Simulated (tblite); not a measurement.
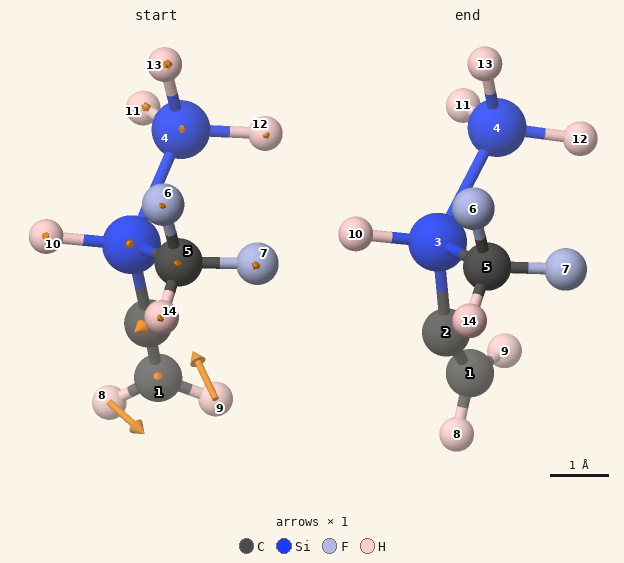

The structure of C3H7F2Si2 (multiplicity 2) before (left) and after (right) a relaxation, at one scale. The orange arrows give the displacements, at their true length.

Style: ball-and-stick. Shown from a free direction.

All numbers below come from GFN2-xTB geometry optimisation, gas phase (tblite 0.8.0). 

Question: Describe what moved and what it gained.

Answer: After 104 geometry steps the energy has fallen by 41.3 kJ/mol. The atom that moves furthest after the best rigid fit is H9 (1.05 Å). Largest moves by element: H 1.05 Å, C 0.36 Å, Si 0.16 Å, F 0.13 Å. Among the contacts that change: Si3–C5 1.837 → 1.945 Å, C2–Si3 1.881 → 1.821 Å, Si3–Si4 2.299 → 2.342 Å, Si4–H11 1.499 → 1.467 Å. Among the angles between lasting bonds that change: C1–C2–Si3 178.4° → 152.6°, C2–Si3–Si4 110.1° → 122.5°, C2–Si3–C5 113.7° → 102.8°.
